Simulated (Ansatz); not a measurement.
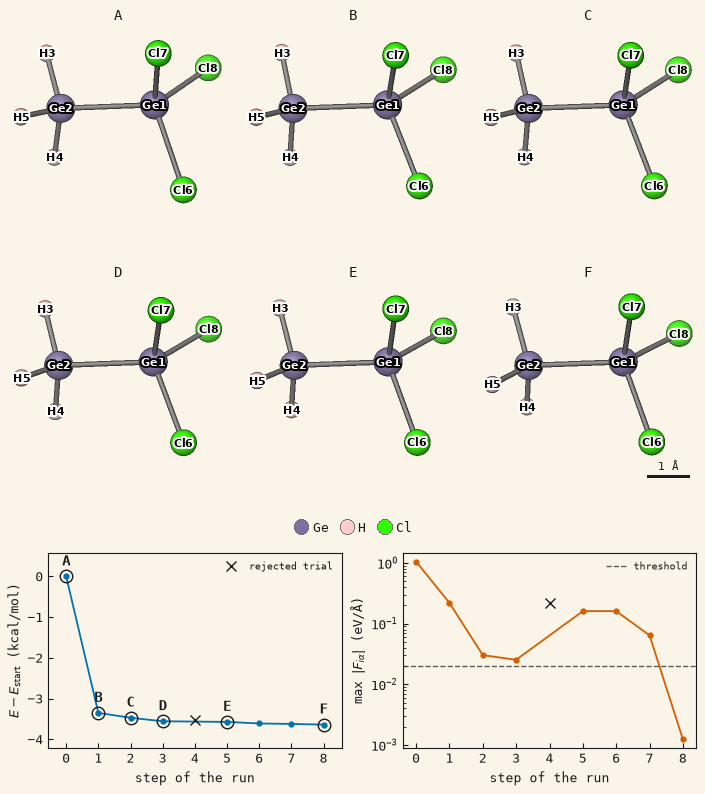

Frames of a relaxation of Ge2H3Cl3, marked on the history of the run. A ball-and-stick model, seen at a tilt.

The run prepares the start of a later molecular dynamics calculation, from a guessed geometry.

Theory: RKS PBE0-D4/def2-SVP (Ansatz).

Input file:
```yaml
crystal:
  periodic: [false, false, false]
  atoms:
    - { symbol: Ge, position_ang: [0.0, 0.0, 0.0] }
    - { symbol: Ge, position_ang: [0.0, 0.0, 2.4] }
    - { symbol: H, position_ang: [-1.3958, -0.4318, 2.9174] }
    - { symbol: H, position_ang: [1.0719, -0.9929, 2.9174] }
    - { symbol: H, position_ang: [0.324, 1.4247, 2.9174] }
    - { symbol: Cl, position_ang: [2.0935, 0.0, -0.7393] }
    - { symbol: Cl, position_ang: [-1.0456, 1.8115, -0.7393] }
    - { symbol: Cl, position_ang: [-1.0456, -1.8115, -0.7393] }
basis:
  gaussian: { orbitals: def2-SVP }
hamiltonian:
  xc: pbe0
  dispersion: d4
relax:
  f_tol: 0.02
  max_steps: 40
```

Command:
```bash
ansatz run input.yaml --threads 4 --pin off --max-ram 5120MiB --backend cpu --events-out ev --progress --plain --runs-dir out
```

**What happens along the run?**

The energy falls by 3.64 kcal/mol in 7 accepted moves (8 points after the start). Largest force component: 1.1 eV/Å at the start, 0.0012 eV/Å at the end. The line search rejected the trial step at point 4 of the run. The largest moves after the best rigid fit, 0.27 Å, are those of H3, H4 and H5. Largest moves by element: H 0.27 Å, Cl 0.21 Å, Ge 0.05 Å. Among the contacts that change: Ge1–Cl6 2.220 → 2.153 Å, Ge1–Ge2 2.400 → 2.420 Å, Ge2–H3 1.550 → 1.533 Å. Among the angles between lasting bonds that change: Cl6–Ge1–Cl7 109.5° → 107.1°, Ge2–Ge1–Cl6 109.5° → 111.7°. The run took 49 s on 4 threads of Arm Neoverse N1, with other jobs on the host, peak memory 0.42 GiB. From step 0 to 1: Cl atoms move most (0.10 Å), energy −3.35 kcal/mol. From step 1 to 2: H atoms move most (0.02 Å), energy −0.12 kcal/mol. From step 2 to 3: H atoms move most (0.08 Å), energy −0.09 kcal/mol. From step 3 to 5: H atoms move most (0.07 Å), energy −0.02 kcal/mol. From step 5 to 8: H atoms move most (0.10 Å), energy −0.07 kcal/mol.

| step | E − E(0), kcal/mol | largest force component, eV/Å | note |
| --- | --- | --- | --- |
| 0 | 0.00 | 1.0535 |  |
| 1 | -3.35 | 0.2196 |  |
| 2 | -3.47 | 0.0303 |  |
| 3 | -3.56 | 0.0254 |  |
| 4 | -3.52 | 0.2184 | rejected |
| 5 | -3.57 | 0.1609 |  |
| 6 | -3.61 | 0.1611 |  |
| 7 | -3.62 | 0.0642 |  |
| 8 | -3.64 | 0.0012 |  |
